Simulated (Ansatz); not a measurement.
# Ca on Cr(100): change of the work function, part 3 of 6

Wanted: Δφ(θ) for Ca/Cr(100), starting from the hollow site.

Ansatz 0.2.0; plane-wave DFT, LDA, Ansatz PAW.

So far, work function, upper face (eV): step 2 (the clean slab) 4.12.

**3. Adsorbate added, coverage 0.25 ML (continued)**

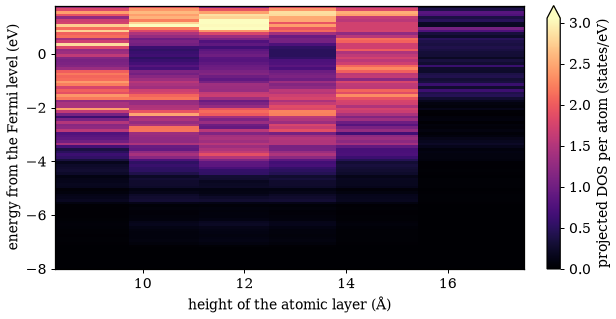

Projected DOS per atom over height of the atomic layer and energy from the Fermi level. Layers: Cr4 Cr4 Cr4 Cr4 Cr4 Ca from below.

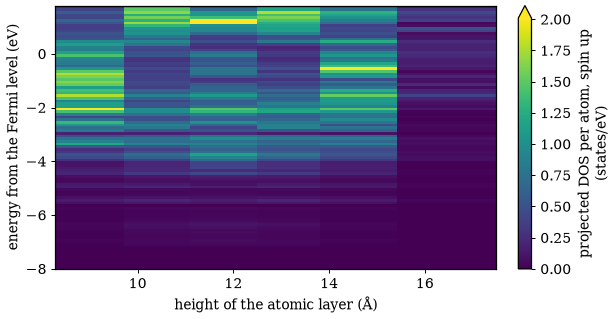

Projected DOS per atom, spin up over height of the atomic layer and energy from the Fermi level. Layers: Cr4 Cr4 Cr4 Cr4 Cr4 Ca from below.

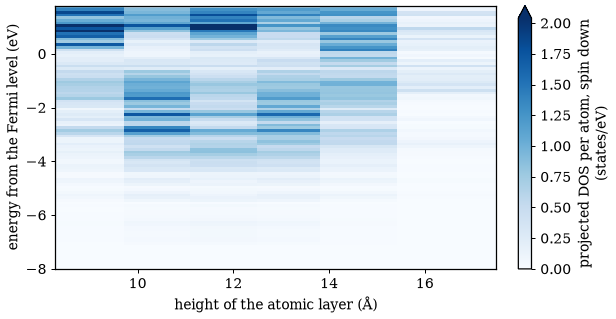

Projected DOS per atom, spin down over height of the atomic layer and energy from the Fermi level. Layers: Cr4 Cr4 Cr4 Cr4 Cr4 Ca from below.

Site moment by atom:

```csv
atom,site moment (μB)
Cr1,2.28
Cr2,-0.84
Cr3,0.57
Cr4,-0.53
Cr5,1.08
Cr6,2.28
Cr7,-0.86
Cr8,0.57
Cr9,-0.54
Cr10,1.08
Cr11,2.28
Cr12,-0.86
Cr13,0.57
Cr14,-0.54
Cr15,1.08
Cr16,2.28
Cr17,-0.88
Cr18,0.57
Cr19,-0.51
Cr20,1.08
Ca21,0.06
```

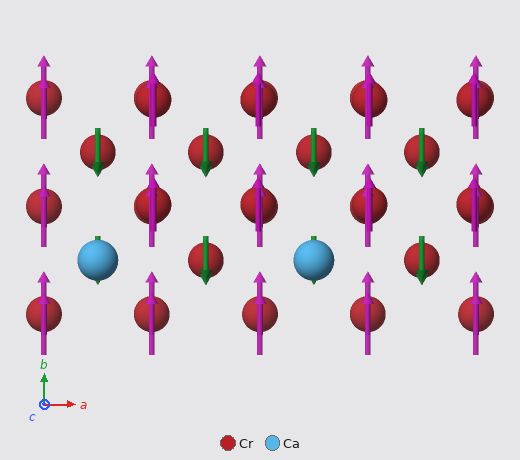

Site moment as arrows, the longest 2.28 μB. Up and down stand for the sign. Arrows give size and sign along the axis of quantisation, drawn up and down the page. Each arrow also spans its atom, so small moments look longer than they are. The two directions have two colours. 2×1×1 cells are drawn. Some periodic images of atoms are drawn too.

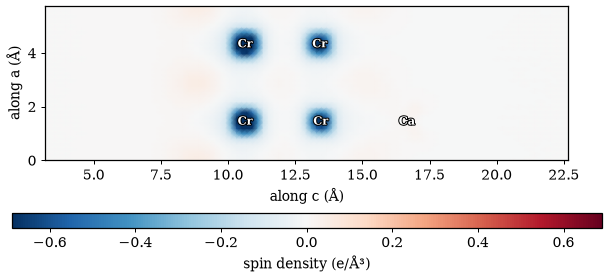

Spin density in the ca plane at fractional y = 0.250, with atoms of Cr and Ca within 0.2 Å of it. The far vacuum is left out of the map.

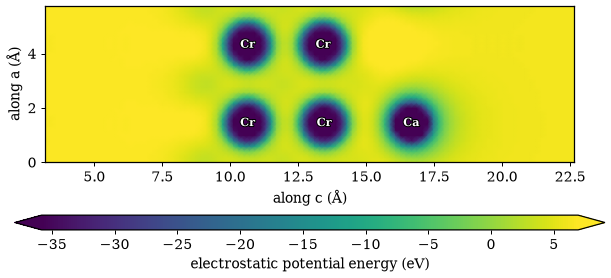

Electrostatic potential energy in the ca plane at fractional y = 0.250, with atoms of Cr and Ca within 0.2 Å of it. With pseudopotentials it is smooth inside the atoms' cores, unlike the true potential. The far vacuum is left out of the map.

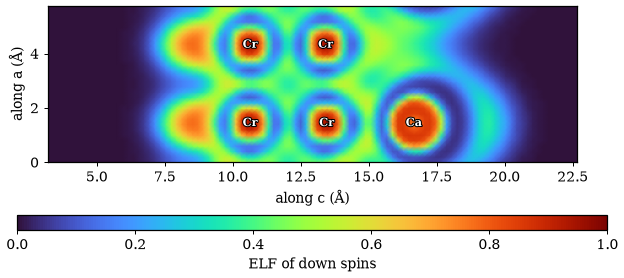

ELF of down spins in the ca plane at fractional y = 0.250, with atoms of Cr and Ca within 0.2 Å of it. It is the smooth field of the valence electrons, not physical close to the nuclei. The far vacuum is left out of the map.

The relaxation took 7 steps and lowered the energy by 0.38 eV; the largest force on the free atoms ends at 0.0073 eV/Å.

By hand: a sheet of dipoles makes a step −p/(ε₀A) in the electron's potential. With e/ε₀ = 180.95 V·Å, p = 0.2790 e·Å and A = 33.18 Å², that is −180.95 × (0.2790) / 33.18 = -1.522 eV, and the two vacuum levels of the run differ by -1.522 eV.

The covered face has 2.51 eV, -1.61 eV against the clean one; the bare back face has moved by +0.01 eV, a measure of how thin the slab is.

**4. Adsorbate added, coverage 0.5 ML**

System of this step: Ca/Cr(100). The cell holds 22 atoms: 20 Cr and 2 Ca. Cell: a = 5.760 Å, b = 5.760 Å, c = 26.000 Å, α = 90.0°, β = 90.0°, γ = 90.0°. Vacuum lies along c.

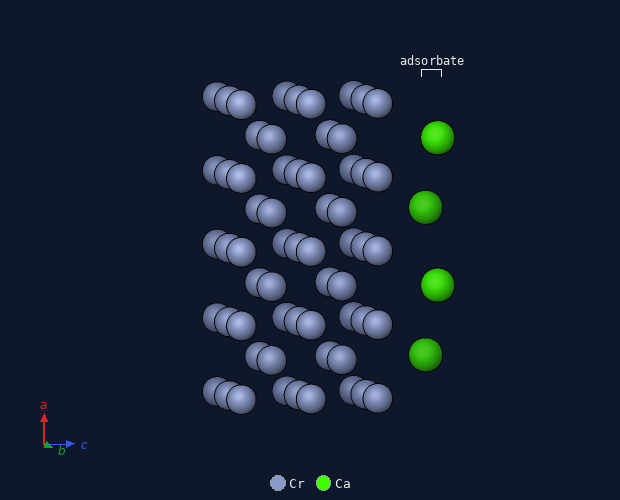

The cell of this step (chromium light blue, calcium green). 2×1×1 cells are drawn. Some periodic images of atoms are drawn too.

Another coverage, to see how the dipoles act on each other as their distance changes.

The input, input.yaml:

```yaml
crystal:
  lattice:
    - [5.76, 0.0, 0.0]
    - [0.0, 5.76, 0.0]
    - [0.0, 0.0, 26.0000219474]
  atoms:
    - { symbol: Cr, position: [0.0, 0.0, 0.346153554], spin: 2.29 }
    - { symbol: Cr, position: [0.25, 0.25, 0.4015381226], spin: -0.9 }
    - { symbol: Cr, position: [0.0, 0.0, 0.452141619], spin: 0.63 }
    - { symbol: Cr, position: [0.25, 0.25, 0.5083936953], spin: -0.7 }
    - { symbol: Cr, position: [0.0, 0.0, 0.553607495], spin: 1.49 }
    - { symbol: Cr, position: [0.0, 0.5, 0.346153554], spin: 2.29 }
    - { symbol: Cr, position: [0.25, 0.75, 0.4015381226], spin: -0.9 }
    - { symbol: Cr, position: [0.0, 0.5, 0.452141619], spin: 0.63 }
    - { symbol: Cr, position: [0.25, 0.75, 0.5083936953], spin: -0.7 }
    - { symbol: Cr, position: [0.0, 0.5, 0.553607495], spin: 1.49 }
    - { symbol: Cr, position: [0.5, 0.0, 0.346153554], spin: 2.29 }
    - { symbol: Cr, position: [0.75, 0.25, 0.4015381226], spin: -0.9 }
    - { symbol: Cr, position: [0.5, 0.0, 0.452141619], spin: 0.63 }
    - { symbol: Cr, position: [0.75, 0.25, 0.5083936953], spin: -0.7 }
    - { symbol: Cr, position: [0.5, 0.0, 0.553607495], spin: 1.49 }
    - { symbol: Cr, position: [0.5, 0.5, 0.346153554], spin: 2.29 }
    - { symbol: Cr, position: [0.75, 0.75, 0.4015381226], spin: -0.9 }
    - { symbol: Cr, position: [0.5, 0.5, 0.452141619], spin: 0.63 }
    - { symbol: Cr, position: [0.75, 0.75, 0.5083936953], spin: -0.7 }
    - { symbol: Cr, position: [0.5, 0.5, 0.553607495], spin: 1.49 }
    - { symbol: Ca, position: [0.25, 0.25, 0.653846446] }
    - { symbol: Ca, position: [0.75, 0.75, 0.653846446] }
magnetization:
  spin_polarized: true
kpoints:
  mp_grid: { grid: [5, 5, 1] }
hamiltonian:
  xc: lda
scf:
  occupations: { method: fermi_dirac, width: 0.1 }
  convergence: { dr2_threshold: 1.0e-08 }
efield:
  axis: 3
  dipole_correction: true
  ramp_position: 0.97
  ramp_width: 0.06
relax:
  f_tol: 0.02
  max_steps: 60
  constraints: [{ sites: [0, 1, 5, 6, 10, 11, 15, 16] }]
output:
  bader: true
  dos: { projected: true, e_range: [-8, 4] }
  write_potential: true
  write_density: true
  volumetric_format: npy
```

Started as:

```
$ ansatz run input.yaml --threads 4 --pin off --max-ram 12288MiB --backend cpu --events-out ev --progress --plain --runs-dir out
```

Numbers of over 12 decimals in the logs are rounded to 6 here.

Log:

```text
[...]
Crystal: 22 atoms, lattice volume = 862.618 Å³
Basis set: ecut = 420 eV, 16971 PW (Γ)
Bands: 195, of which v1, the nominal top of the filled ones, is band 150 counted from 1 (149 counted from 0)
Symmetry: 16 space group operations
k-points: 6 of 25
[...]
Starting moments: Σ|m| = 24.04 μB on 20 of 22 sites
[...]
SCF iter   1: F=—  HF=-70042.661610 eV  |F-HF|=—  |Δ(HF+E_count)|=         —  Δρ=5.83e-2 (↑5.83e-2 ↓5.40e-2)  dr2=1.74e2  dr2_m=6.08e-1  M=10.308 μB ∫|m|=19.017 μB  β_m=1.00  ethr=3.10e-3  p=-0.000 e·Å  D=-1.22e-6 V/Å  ΔV_dip=0.00 eV  dr2_dipole=4.17e0  V_vac-E_F(+/−)=6.55/6.55 eV  ⟨swp⟩=12.7  Hψ=13911  notcnv=0
[...]
SCF iter  21: F=-69990.389257 eV  HF=-69990.389257 eV  |F-HF|=7.42e-10  |Δ(HF+E_count)|=  3.06e-10  Δρ=8.06e-8 (↑6.89e-8 ↓8.06e-8)  dr2=2.79e-10  dr2_m=1.97e-12  M=13.888 μB ∫|m|=26.968 μB  ethr=1.00e-12  p=0.198 e·Å  D=4.15e-2 V/Å  ΔV_dip=-1.08 eV  dr2_dipole=8.70e-12  V_vac-E_F(+/−)=2.96/4.04 eV  ⟨swp⟩=5.7  Hψ=10048  notcnv=0
SCF 1 converged in 21 iterations: F = -69990.389257 eV  dr2 = 2.79e-10
[...]
relax step   1: F+E_penalty+E_count = -69990.38925676 eV  Δ(F+E_penalty+E_count) = +0.000e0 eV  max|allowed force component| = 8.593e-1 eV/Å  Δτ_max = 0.0000 Å  (21 SCF iters, accepted)
[...]
SCF iter  13: F=-69990.684471 eV  HF=-69990.684471 eV  |F-HF|=3.71e-9  |Δ(HF+E_count)|=  9.75e-10  Δρ=3.99e-7 (↑2.83e-7 ↓3.99e-7)  dr2=4.78e-9  dr2_m=1.30e-10  M=13.982 μB ∫|m|=26.985 μB  ethr=1.00e-12  p=0.228 e·Å  D=4.79e-2 V/Å  ΔV_dip=-1.24 eV  dr2_dipole=1.40e-10  V_vac-E_F(+/−)=2.80/4.04 eV  ⟨swp⟩=6.8  Hψ=13466  notcnv=0
SCF 2 converged in 13 iterations: F = -69990.684471 eV  dr2 = 4.78e-9
relax step   2: F+E_penalty+E_count = -69990.68447085 eV  Δ(F+E_penalty+E_count) = -2.952e-1 eV  max|allowed force component| = 6.088e-1 eV/Å  Δτ_max = 0.1878 Å  (13 SCF iters, accepted)
SCF iter   1: F=—  HF=-69990.899249 eV  |F-HF|=—  |Δ(HF+E_count)|=         —  Δρ=2.85e-3 (↑2.37e-3 ↓2.85e-3)  dr2=1.16e0  dr2_m=1.59e-2  M=13.747 μB ∫|m|=26.652 μB  β_m=1.00  ethr=2.51e-3  p=0.228 e·Å  D=4.79e-2 V/Å  ΔV_dip=-1.24 eV  dr2_dipole=1.40e-1  V_vac-E_F(+/−)=2.85/4.09 eV  ⟨swp⟩=7.6  Hψ=6751  notcnv=0
[...]
SCF iter  15: F=-69990.843739 eV  HF=-69990.843739 eV  |F-HF|=2.95e-9  |Δ(HF+E_count)|=   2.60e-9  Δρ=3.69e-7 (↑3.69e-7 ↓1.37e-7)  dr2=3.16e-9  dr2_m=1.70e-10  M=13.905 μB ∫|m|=26.854 μB  ethr=3.24e-12  p=0.265 e·Å  D=5.55e-2 V/Å  ΔV_dip=-1.44 eV  dr2_dipole=2.31e-10  V_vac-E_F(+/−)=2.60/4.04 eV  ⟨swp⟩=6.9  Hψ=13680  notcnv=0
SCF 3 converged in 15 iterations: F = -69990.843739 eV  dr2 = 3.16e-9
relax step   3: F+E_penalty+E_count = -69990.84373933 eV  Δ(F+E_penalty+E_count) = -1.593e-1 eV  max|allowed force component| = 9.089e-2 eV/Å  Δτ_max = 0.1972 Å  (15 SCF iters, accepted)
[...]
relax step   4: F+E_penalty+E_count = -69990.85168214 eV  Δ(F+E_penalty+E_count) = -7.943e-3 eV  max|allowed force component| = 6.214e-2 eV/Å  Δτ_max = 0.0603 Å  (13 SCF iters, accepted)
[...]
relax step   5: F+E_penalty+E_count = -69990.85255407 eV  Δ(F+E_penalty+E_count) = -8.719e-4 eV  max|allowed force component| = 2.896e-2 eV/Å  Δτ_max = 0.0066 Å  (11 SCF iters, accepted)
SCF iter   1: F=—  HF=-69990.853282 eV  |F-HF|=—  |Δ(HF+E_count)|=         —  Δρ=1.31e-4 (↑1.31e-4 ↓1.22e-4)  dr2=1.57e-4  dr2_m=6.28e-5  M=13.690 μB ∫|m|=26.125 μB  β_m=1.00  ethr=2.65e-6  p=0.269 e·Å  D=5.64e-2 V/Å  ΔV_dip=-1.47 eV  dr2_dipole=1.26e-5  V_vac-E_F(+/−)=2.58/4.04 eV  ⟨swp⟩=2.0  Hψ=3633  notcnv=0
[...]
SCF iter  10: F=-69990.852722 eV  HF=-69990.852722 eV  |F-HF|=6.10e-9  |Δ(HF+E_count)|=  6.11e-10  Δρ=4.27e-7 (↑1.98e-7 ↓4.27e-7)  dr2=6.25e-9  dr2_m=1.97e-10  M=13.674 μB ∫|m|=26.098 μB  ethr=1.43e-12  p=0.269 e·Å  D=5.64e-2 V/Å  ΔV_dip=-1.47 eV  dr2_dipole=8.88e-10  V_vac-E_F(+/−)=2.58/4.04 eV  ⟨swp⟩=6.2  Hψ=13364  notcnv=0
SCF 6 converged in 10 iterations: F = -69990.852722 eV  dr2 = 6.25e-9
relax step   6: F+E_penalty+E_count = -69990.85272154 eV  Δ(F+E_penalty+E_count) = -1.675e-4 eV  max|allowed force component| = 3.896e-3 eV/Å  Δτ_max = 0.0018 Å  (10 SCF iters, accepted)
[...]
SCF converged after 10 iterations
Magnetization: 13.6741 μB (156.8371 up, 143.1629 down)
Absolute magnetization: 26.0980 μB (∫|ρ↑−ρ↓|, with the PAW one-centre terms)
[...]
Per-site moments (μB) at R_I (Å): [(2.277916, 1.028838), (-0.875237, 0.999775), (0.602867, 0.999775), (-0.555709, 0.967626), (1.302229, 0.967626), (2.277916, 1.028838), (-0.869875, 0.999775), (0.602867, 0.999775), (-0.549030, 0.971957), (1.302229, 0.967626), (2.277916, 1.028838), (-0.869875, 0.999775), (0.602867, 0.999775), (-0.549030, 0.971957), (1.302229, 0.967626), (2.277916, 1.028838), (-0.875237, 0.999775), (0.602867, 0.999775), (-0.555709, 0.967626), (1.302229, 0.967626), (0.098587, 1.225703), (0.098587, 1.225703)]
Free energy (F): -69990.852722 eV
[...]
Internal energy: -69990.047518 eV  (E = F + TS)
E sigma→0 (E₀):  -69990.450120 eV
Entropy (-TS):   -0.805203 eV (-36.600 meV/atom)
Fermi energy:    3.538673 eV
Dipole field:    D = 0.056383 V/Å  (p = 0.268787 e·Å, saw-weighted, corrected)
Work function:   Φ+ = 2.5780 eV   Φ− = 4.0440 eV
[...]
--- Forces (eV/Å), atoms counted from 1 ---
  atom   1  Cr     0.00000000     0.00000000     1.09924996
  atom   2  Cr    -0.00000000     0.00000000    -1.08600856
  atom   3  Cr     0.00000000    -0.00000000     0.00389621
  atom   4  Cr    -0.00000000    -0.00000000    -0.00330034
  atom   5  Cr     0.00000000    -0.00000000    -0.00092990
  atom   6  Cr     0.00000000     0.00000000     1.09924996
  atom   7  Cr    -0.00000000     0.00000000    -1.11615345
  atom   8  Cr    -0.00000000    -0.00000000     0.00389621
  atom   9  Cr     0.00000000    -0.00000000     0.00120606
  atom  10  Cr    -0.00000000    -0.00000000    -0.00092990
  atom  11  Cr     0.00000000     0.00000000     1.09924996
  atom  12  Cr    -0.00000000     0.00000000    -1.11615345
  atom  13  Cr    -0.00000000    -0.00000000     0.00389621
  atom  14  Cr     0.00000000    -0.00000000     0.00120606
  atom  15  Cr    -0.00000000    -0.00000000    -0.00092990
  atom  16  Cr     0.00000000     0.00000000     1.09924996
  atom  17  Cr    -0.00000000     0.00000000    -1.08600856
  atom  18  Cr     0.00000000    -0.00000000     0.00389621
  atom  19  Cr    -0.00000000    -0.00000000    -0.00330034
  atom  20  Cr     0.00000000    -0.00000000    -0.00092990
  atom  21  Ca    -0.00000000    -0.00000000    -0.00010899
  atom  22  Ca    -0.00000000    -0.00000000    -0.00010899
  max |Σ_I F_I| component: 1.35e-4 eV/Å
--- Band table (eV; the first three rows and the last of 12) ---
  k-point 0 ↑: bands = [... 146 lower, 3.0107, 3.0107, 3.0443, 3.4961, 3.5570, 3.6696, 3.7040, 3.7078, ... 41 higher]
  k-point 1 ↑: bands = [... 146 lower, 3.0508, 3.2071, 3.2927, 3.3377, 3.3819, 3.3950, 3.4983, 3.5192, ... 41 higher]
  k-point 2 ↑: bands = [... 146 lower, 2.9202, 2.9737, 3.0814, 3.0980, 3.1634, 3.2880, 3.3723, 3.3807, ... 41 higher]
  k-point 5 ↓: bands = [... 146 lower, 3.8116, 3.8504, 4.0015, 4.0780, 4.1196, 4.1852, 4.2101, 4.2292, ... 41 higher]
--- Relaxed structure (6 steps of the walk, 6 accepted, 0 SCFs on fresh bases) ---
  F+E_penalty+E_count = -69990.85272154 eV   max|allowed force component| = 3.896e-3 eV/Å
  atoms:
    - { symbol: Cr, position: [0.0, 0.0, 0.346153554] }
    - { symbol: Cr, position: [0.250000, 0.250000, 0.4015381226] }
    - { symbol: Cr, position: [0, 0, 0.452084] }
    - { symbol: Cr, position: [0.250000, 0.250000, 0.508904] }
    - { symbol: Cr, position: [0, 0, 0.553682] }
    - { symbol: Cr, position: [0.0, 0.500000, 0.346153554] }
    - { symbol: Cr, position: [0.250000, 0.75, 0.4015381226] }
    - { symbol: Cr, position: [0, 0.500000, 0.452084] }
    - { symbol: Cr, position: [0.250000, 0.75, 0.508096] }
    - { symbol: Cr, position: [0, 0.500000, 0.553682] }
    - { symbol: Cr, position: [0.500000, 0.0, 0.346153554] }
    - { symbol: Cr, position: [0.75, 0.250000, 0.4015381226] }
    - { symbol: Cr, position: [0.500000, 0, 0.452084] }
    - { symbol: Cr, position: [0.75, 0.250000, 0.508096] }
    - { symbol: Cr, position: [0.500000, 0, 0.553682] }
    - { symbol: Cr, position: [0.500000, 0.500000, 0.346153554] }
    - { symbol: Cr, position: [0.75, 0.75, 0.4015381226] }
    - { symbol: Cr, position: [0.500000, 0.500000, 0.452084] }
    - { symbol: Cr, position: [0.75, 0.75, 0.508904] }
    - { symbol: Cr, position: [0.500000, 0.500000, 0.553682] }
    - { symbol: Ca, position: [0.250000, 0.250000, 0.636905] }
    - { symbol: Ca, position: [0.75, 0.75, 0.636905] }
--- Bader charges: 22 sites ---
  site symbol  charge [e]  shift [e]    m [muB]
     0     Cr      0.0451     0.0001     2.6682
     1     Cr     -0.0613     0.0001    -0.9391
     2     Cr      0.0437     0.0003     0.6376
     3     Cr     -0.0520     0.0002    -0.5948
     4     Cr     -0.3760     0.0002     1.5633
     5     Cr      0.0452     0.0001     2.6682
     6     Cr     -0.0574     0.0002    -0.9337
     7     Cr      0.0436     0.0003     0.6376
     8     Cr     -0.0103     0.0000    -0.5795
     9     Cr     -0.3759     0.0002     1.5633
    10     Cr      0.0451     0.0001     2.6682
    11     Cr     -0.0574     0.0002    -0.9337
    12     Cr      0.0437     0.0003     0.6376
    13     Cr     -0.0103     0.0000    -0.5795
    14     Cr     -0.3760     0.0002     1.5633
    15     Cr      0.0451     0.0001     2.6682
    16     Cr     -0.0613     0.0001    -0.9391
    17     Cr      0.0436     0.0003     0.6376
    18     Cr     -0.0519     0.0002    -0.5948
    19     Cr     -0.3760     0.0002     1.5633
    20     Ca      0.7555     0.0000     0.1458
    21     Ca      0.7554     0.0000     0.1458
  estimated error of the sums over rays = 9.7e-4 e
```

Elapsed: 17 min, on 4 threads of Intel Xeon Platinum 8259CL at 2.50GHz (Skylake/Cascade Lake), shared host; peak memory 4.4 GiB; 62 min of CPU time.

The steps of the relaxation:

```csv
step,energy less that of the first step (eV),largest force component (eV/Å)
1,0.0000,0.8593
2,-0.2952,0.6088
3,-0.4545,0.0909
4,-0.4624,0.0621
5,-0.4633,0.0290
6,-0.4635,0.0039
```

Forces are held to the 16 operations that the run works with; a distortion that breaks them can't arise in this run.

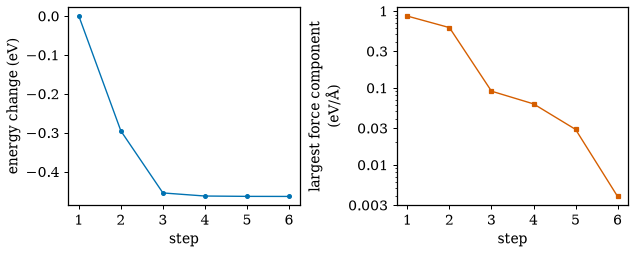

Energy and largest force along the relaxation.

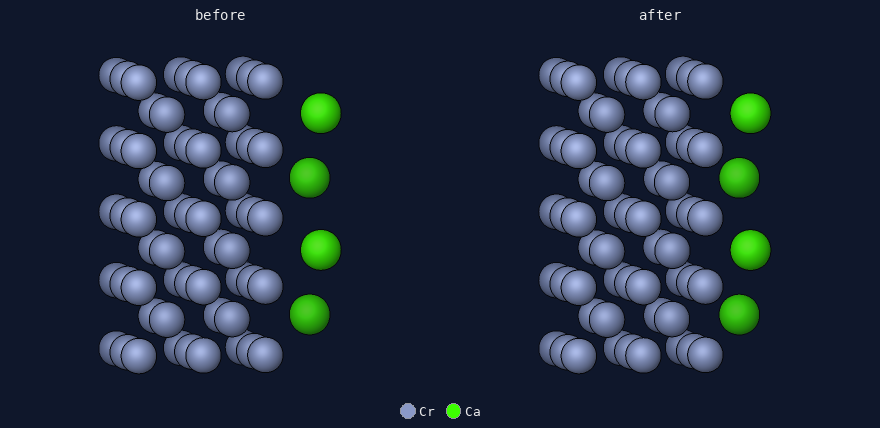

The structure before and after the relaxation, drawn at the same scale.

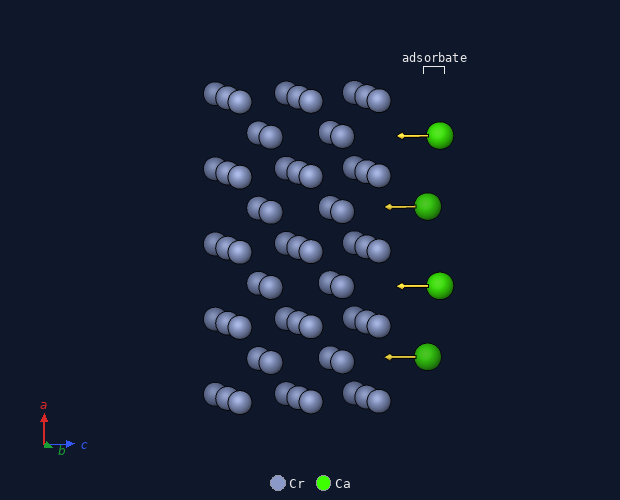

Displacements in the relaxation, exaggerated; the longest in the cell stands for 0.44 Å. 2×1×1 cells are drawn. Some periodic images of atoms are drawn too.

The atoms that moved most (Å):

| atom | dx | dy | dz | length |
| --- | --- | --- | --- | --- |
| Ca21 | 0.000 | 0.000 | -0.440 | 0.440 |
| Ca22 | 0.000 | 0.000 | -0.440 | 0.440 |
| Cr4 | 0.000 | 0.000 | 0.013 | 0.013 |
| Cr19 | 0.000 | 0.000 | 0.013 | 0.013 |
| Cr14 | 0.000 | 0.000 | -0.008 | 0.008 |
| Cr9 | 0.000 | 0.000 | -0.008 | 0.008 |

This step gave:

| Item | Value |
| --- | --- |
| energy at zero smearing | -69990.4501 eV |
| total moment | 13.67 μB |
| work function, upper face | 2.578 eV |
| work function, lower face | 4.044 eV |
| dipole along the normal | 0.2688 e·Å |
| step between the vacuum levels | -1.466 eV |

Running mean over 1.44 Å of the planar mean; the ramp of the sawtooth is left out. Electron's electrostatic potential energy less the Fermi level against z:

```
z (Å)  electron's electrostatic potential energy less the Fermi level (eV)
    4                                                                 4.04
    6                                                                 3.98
    8                                                                -1.08
   10                                                                -9.71
   12                                                                -9.72
   14                                                                -11.7
   16                                                                -2.95
   18                                                                0.924
   20                                                                 2.52
   22                                                                 2.58
```

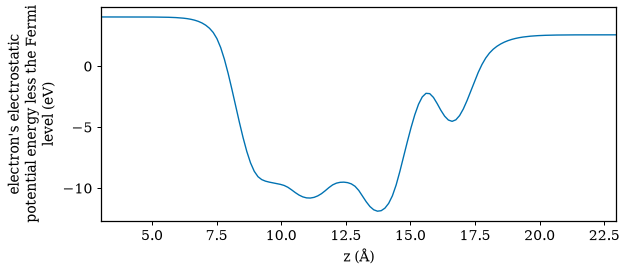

Electron's electrostatic potential energy less the Fermi level, plotted against z.

(Part 3 of 6 ends here.)

[Logs are printed without paths, hosts, clocks, repeated set-up lines and the standing remarks that a program may print on its own settings, such as how far it seeks lower states.]

[Hosts, paths, dates, database ids (printed as entryN), source tags and the programs' standing remarks are cut or masked in the printed files.]

[Maps of the electrostatic potential energy from Ansatz leave out the sawtooth potential of an applied field or a dipole correction, so their vacuum need not be flat; planar profiles and work functions include it.]
